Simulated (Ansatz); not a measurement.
# GeH6O2: the cost of one run

The runs use Ansatz 0.2.0, Gaussian basis; PBE0-D4/def2-SVP.

22 further runs of the same task are left out: 22 set aside as unsound or not needed.

## 1. Where the work starts

The first end: 9 atoms, charge 0, spin multiplicity 1.

Atoms are counted from 1 here; the program's logs count them from 0.

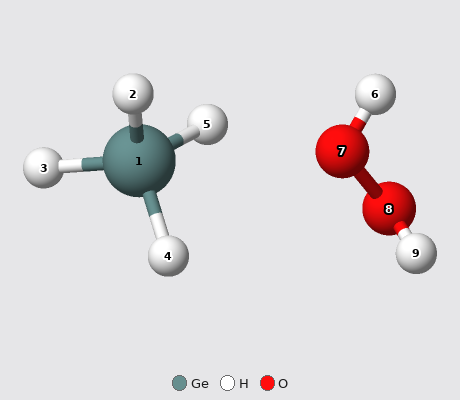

Start geometry, drawn with germanium teal, hydrogen white, oxygen red; atoms are numbered from 1 in the order of the file.

Geometry (Å):

| atom | x (Å) | y (Å) | z (Å) |
| --- | --- | --- | --- |
| Ge1 | 0.04712 | 0.66440 | 1.48081 |
| H2 | 1.14061 | -0.38520 | 1.71969 |
| H3 | -0.13280 | 1.48318 | 2.77237 |
| H4 | -1.27908 | -0.02124 | 1.13797 |
| H5 | 0.46640 | 1.61241 | 0.35155 |
| H6 | 1.16040 | -0.93830 | -1.76606 |
| O7 | 0.34344 | -1.06489 | -1.26822 |
| O8 | -0.58049 | -0.32348 | -2.06056 |
| H9 | -1.16560 | -1.02679 | -2.36746 |

The second end:

```
Ge   -0.7782    0.6108    0.7433
H     3.0281   -0.5328    0.1470
H    -0.4387    0.1263    2.1583
H    -2.2850    0.8269    0.5387
H     0.0292    1.8462    0.3296
H     2.3286   -0.7081   -0.0509
O    -0.2648   -0.7861   -0.2876
O    -0.5078   -0.3475   -1.6366
H    -1.1113   -1.0356   -1.9419
```

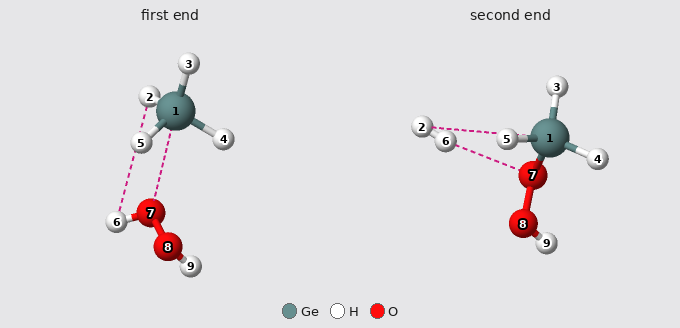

The two ends; dashed lines mark the contacts followed along the path.

## 2. The band at PBE0-D4/def2-SVP

neb/in.yaml

```yaml
crystal:
  periodic: [false, false, false]
  atoms:
    - {symbol: Ge, position_ang: [0.047116, 0.664403, 1.480811]}
    - {symbol: H, position_ang: [1.140610, -0.385195, 1.719694]}
    - {symbol: H, position_ang: [-0.132798, 1.483179, 2.772374]}
    - {symbol: H, position_ang: [-1.279082, -0.021242, 1.137966]}
    - {symbol: H, position_ang: [0.466400, 1.612415, 0.351553]}
    - {symbol: H, position_ang: [1.160403, -0.938296, -1.766064]}
    - {symbol: O, position_ang: [0.343444, -1.064893, -1.268221]}
    - {symbol: O, position_ang: [-0.580487, -0.323481, -2.060558]}
    - {symbol: H, position_ang: [-1.165604, -1.026789, -2.367456]}
basis:
  gaussian: {orbitals: def2-SVP}
hamiltonian: {xc: pbe0, dispersion: d4}
neb:
  images: 5
  climbing: true
  max_iterations: 40
  initial_path: idpp
  final_atoms:
    - {symbol: Ge, position_ang: [-0.778190, 0.610761, 0.743348]}
    - {symbol: H, position_ang: [3.028060, -0.532773, 0.147040]}
    - {symbol: H, position_ang: [-0.438731, 0.126262, 2.158257]}
    - {symbol: H, position_ang: [-2.285014, 0.826912, 0.538716]}
    - {symbol: H, position_ang: [0.029210, 1.846155, 0.329648]}
    - {symbol: H, position_ang: [2.328573, -0.708059, -0.050877]}
    - {symbol: O, position_ang: [-0.264781, -0.786057, -0.287573]}
    - {symbol: O, position_ang: [-0.507797, -0.347541, -1.636570]}
    - {symbol: H, position_ang: [-1.111331, -1.035558, -1.941889]}
```

Started as:

```
ansatz run in.yaml --threads 4 --pin off --events-out ev --progress --plain --max-ram 9574MiB
```

**Question.** How long does this run take on 4 threads of Arm Neoverse V1, shared host?

About 2.6 min.
